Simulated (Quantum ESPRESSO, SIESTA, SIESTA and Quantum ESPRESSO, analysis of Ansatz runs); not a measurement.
# Levels of V_H in MgH2 (P4_2/mnm), rung by rung (SIESTA and Quantum ESPRESSO)

We place the charge-transition levels of V_H in MgH2 (P4_2/mnm) with atom-centred orbitals, then repeat the energies at other levels of method to see what holds. Model: a cell of 72 host atoms with 1 H taken out.

Method: SIESTA numerical-orbital DFT, PBEsol, DZP basis, PseudoDojo 0.4.1 potentials converted to PSML; charged supercells in a uniform background, point-charge correction with alignment at far sites, in SIESTA and Quantum ESPRESSO.

## 1. Starting point

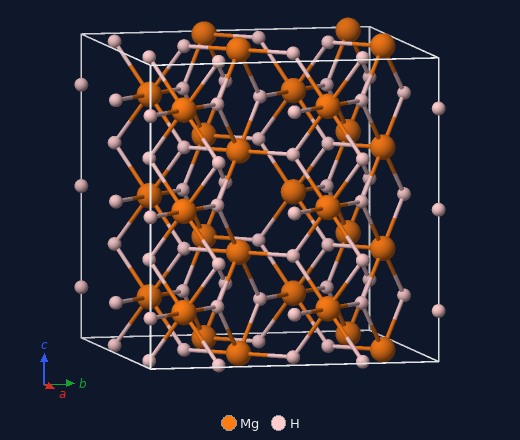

Start, viewed slightly off an axis; magnesium orange, hydrogen pink. Bonds to atoms that aren't drawn are left out. Some periodic images of atoms are drawn too.

The cell holds 71 atoms: 24 Mg and 47 H. Its edges and angles: a = 8.975 Å, b = 8.975 Å, c = 9.254 Å, α = 90.0°, β = 90.0°, γ = 90.0°. It derives from MgH2 (space group P4_2/mnm). Nearest the centre at fractional (0.403, 0.597, 0.500): Mg25 at 1.94 Å, Mg61 at 1.98 Å, Mg67 at 1.98 Å, H47 at 2.47 Å, H34 at 2.77 Å, H64 at 2.77 Å, H32 at 2.77 Å, H28 at 2.77 Å.

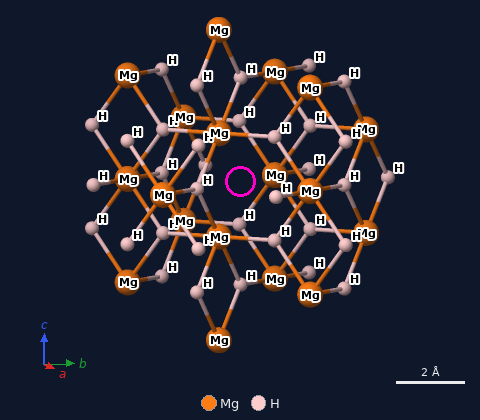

The atoms within 5 Å of the centre. A ring marks the centre wherever it is empty.

Structure file:

```
CELL_PARAMETERS angstrom
8.97465 0.00000 0.00000
0.00000 8.97465 0.00000
0.00000 0.00000 9.25449
ATOMIC_POSITIONS crystal
Mg 0.25000 0.25000 0.16667
Mg 0.00000 0.00000 0.00000
H 0.34731 0.34731 0.00000
H 0.40269 0.09731 0.16667
H 0.15269 0.15269 0.00000
H 0.09731 0.40269 0.16667
Mg 0.25000 0.25000 0.50000
Mg 0.00000 0.00000 0.33333
H 0.34731 0.34731 0.33333
H 0.40269 0.09731 0.50000
H 0.15269 0.15269 0.33333
H 0.09731 0.40269 0.50000
Mg 0.25000 0.25000 0.83333
Mg 0.00000 0.00000 0.66667
H 0.34731 0.34731 0.66667
H 0.40269 0.09731 0.83333
H 0.15269 0.15269 0.66667
H 0.09731 0.40269 0.83333
Mg 0.25000 0.75000 0.16667
Mg 0.00000 0.50000 0.00000
H 0.34731 0.84731 0.00000
H 0.40269 0.59731 0.16667
H 0.15269 0.65269 0.00000
H 0.09731 0.90269 0.16667
Mg 0.25000 0.75000 0.50000
Mg 0.00000 0.50000 0.33333
H 0.34731 0.84731 0.33333
H 0.15269 0.65269 0.33333
H 0.09731 0.90269 0.50000
Mg 0.25000 0.75000 0.83333
Mg 0.00000 0.50000 0.66667
H 0.34731 0.84731 0.66667
H 0.40269 0.59731 0.83333
H 0.15269 0.65269 0.66667
H 0.09731 0.90269 0.83333
Mg 0.75000 0.25000 0.16667
Mg 0.50000 0.00000 0.00000
H 0.84731 0.34731 0.00000
H 0.90269 0.09731 0.16667
H 0.65269 0.15269 0.00000
H 0.59731 0.40269 0.16667
Mg 0.75000 0.25000 0.50000
Mg 0.50000 0.00000 0.33333
H 0.84731 0.34731 0.33333
H 0.90269 0.09731 0.50000
H 0.65269 0.15269 0.33333
H 0.59731 0.40269 0.50000
Mg 0.75000 0.25000 0.83333
Mg 0.50000 0.00000 0.66667
H 0.84731 0.34731 0.66667
H 0.90269 0.09731 0.83333
H 0.65269 0.15269 0.66667
H 0.59731 0.40269 0.83333
Mg 0.75000 0.75000 0.16667
Mg 0.50000 0.50000 0.00000
H 0.84731 0.84731 0.00000
H 0.90269 0.59731 0.16667
H 0.65269 0.65269 0.00000
H 0.59731 0.90269 0.16667
Mg 0.75000 0.75000 0.50000
Mg 0.50000 0.50000 0.33333
H 0.84731 0.84731 0.33333
H 0.90269 0.59731 0.50000
H 0.65269 0.65269 0.33333
H 0.59731 0.90269 0.50000
Mg 0.75000 0.75000 0.83333
Mg 0.50000 0.50000 0.66667
H 0.84731 0.84731 0.66667
H 0.90269 0.59731 0.83333
H 0.65269 0.65269 0.66667
H 0.59731 0.90269 0.83333
```

Screening for the image-charge correction: ε∞ = (4.17, 4.17, 4.22), ε0 = (11.58, 11.58, 8.51), from a response run on this crystal (DFPT, PBEsol, Quantum ESPRESSO) at that run's own cell.

The cell's shortest repeat is 9.0 Å.

The primitive cell was relaxed at this level beforehand, to 62.12 Å³.

The defect-free supercell was relaxed beforehand, from displaced atoms: they ended at most 0.03 Å from the sites they started about, so the symmetric structure holds.

## 2. Band edges

Levels are counted from the valence top, which comes from the unit cell, dense mesh; the energy of the host comes from the defect-free supercell at the defects' own k-points, so that the host's part of the sampling error cancels.

host.fdf

```
SystemName                      MgH2
SystemLabel                     host
NumberOfSpecies                 2
NumberOfAtoms                   6
%block ChemicalSpeciesLabel
  1   12 Mg
  2    1 H
%endblock ChemicalSpeciesLabel
LatticeConstant                 1.0 Ang
%block LatticeVectors
     4.487324000     0.000000000     0.000000000
     0.000000000     4.487324000     0.000000000
     0.000000000     0.000000000     3.084830000
%endblock LatticeVectors
AtomicCoordinatesFormat         Fractional
%block AtomicCoordinatesAndAtomicSpecies
     0.500000000     0.500000000     0.500000000  1
     0.000000000     0.000000000     0.000000000  1
     0.694619109     0.694619109     0.000000000  2
     0.805380891     0.194619109     0.500000000  2
     0.305380891     0.305380891     0.000000000  2
     0.194619109     0.805380891     0.500000000  2
%endblock AtomicCoordinatesAndAtomicSpecies
%block kgrid.MonkhorstPack
    8   0   0  0.00
    0   8   0  0.00
    0   0  10  0.00
%endblock kgrid.MonkhorstPack
XC.Functional                   GGA
XC.Authors                      PBEsol
PAO.BasisSize                   DZP
PAO.EnergyShift                 0.005 Ry
Mesh.Cutoff                     300 Ry
OccupationFunction              FD
ElectronicTemperature           0.01 eV
MaxSCFIterations                150
SCF.MustConverge                true
SCF.Mixer.Method                Pulay
SCF.Mixer.Weight                0.2
SCF.Mixer.History               10
SCF.DM.Tolerance                1.0e-4
SCF.H.Tolerance                 1.0e-3 eV
WriteForces                     true
Charge.Mulliken                 end
```

Launch:

```console
$ OMP_NUM_THREADS=1 siesta host.fdf > host.out
```

Log:

```text
Version         : 5.4.2

                           ***********************
                           *  WELCOME TO SIESTA  *
                           ***********************

[...]
reinit: Reading from file host.fdf

reinit: -----------------------------------------------------------------------
reinit: System Name: MgH2
reinit: -----------------------------------------------------------------------
reinit: System Label: host
reinit: -----------------------------------------------------------------------

initatom: Reading input for the pseudopotentials and atomic orbitals ----------
Species number:   1 Atomic number:   12 Label: Mg
Species number:   2 Atomic number:    1 Label: H

[... pseudopotential checks and orbital generation ...]

prinput: Basis input

PAO.BasisType split

%block ChemicalSpeciesLabel
    1   12 Mg                      # Species index, atomic number, species label
    2    1 H                       # Species index, atomic number, species label
%endblock ChemicalSpeciesLabel

%block PAO.Basis                 # Define Basis set
# WARNING: This information might be incomplete!
[...]
siesta: Final energy (eV):
siesta:  Band Struct. =    -973.026979
siesta:       Kinetic =    1892.782610
siesta:       Hartree =    1244.065045
siesta:         Exch. =    -431.543144
siesta:         Corr. =     -28.989751
siesta:   Exch.-corr. =    -460.532895
siesta:  Ion-electron =   -4752.575499
siesta:       Ion-ion =   -1213.191172
siesta:         Total =   -3289.451912
siesta:         Fermi =      -4.779862
[...]
siesta: Stress tensor (static) (eV/Ang**3):
siesta:    -0.000104    0.000000   -0.000000
siesta:     0.000000   -0.000104    0.000000
siesta:    -0.000000    0.000000   -0.000622
[...]
siesta: Cell volume =         62.116373 Ang**3
[...]
siesta: Pressure (static):
siesta:                Solid            Molecule  Units
siesta:           0.00000302          0.00000327  Ry/Bohr**3
siesta:           0.00027699          0.00030021  eV/Ang**3
siesta:           0.44378366          0.48099316  kBar
[...]
mulliken: Qtot =       24.000

Mulliken Atomic Populations:
Atom #   charge [q] valence [e]  Species
     1     0.751268    9.248732  Mg
     2     0.751268    9.248732  Mg
     3    -0.375634    1.375634  H
     4    -0.375634    1.375634  H
     5    -0.375634    1.375634  H
     6    -0.375634    1.375634  H
 Total     0.000000

Job completed
```

Run time: 18 s. Hardware: 1 MPI rank of Intel Xeon Platinum 8259CL at 2.50GHz (Skylake/Cascade Lake), shared host; peak memory 0.2 GiB.

The gap at this level is 3.26 eV.

Test of the sampling: at one point at (¼, ¼, ¼) the host's energy lies under 1 meV an atom below its value on the primitive cell's dense mesh, close enough for the relaxations.

(Part 1 of 6 ends here.)

[Logs are printed without paths, hosts, clocks, repeated set-up lines and the standing remarks that a program may print on its own settings, such as how far it seeks lower states.]

[Hosts, paths, dates, database ids (printed as entryN), source tags and the programs' standing remarks are cut or masked in the printed files.]

[For some hosts the program warned that the k-mesh of the response run may be too coarse for force constants and the static dielectric constant; such warnings are not shown here.]

[Charge tables in the logs are Mulliken or Hirshfeld populations, whose sizes and signs can differ; where basis functions stand at a vacancy, SIESTA counts their charge against the missing atom's valence.]

[In relaxation paths of CP2K, step 0 can be the structure after the first move, since the trajectory file begins there, and the last row can be the final structure solved once more.]
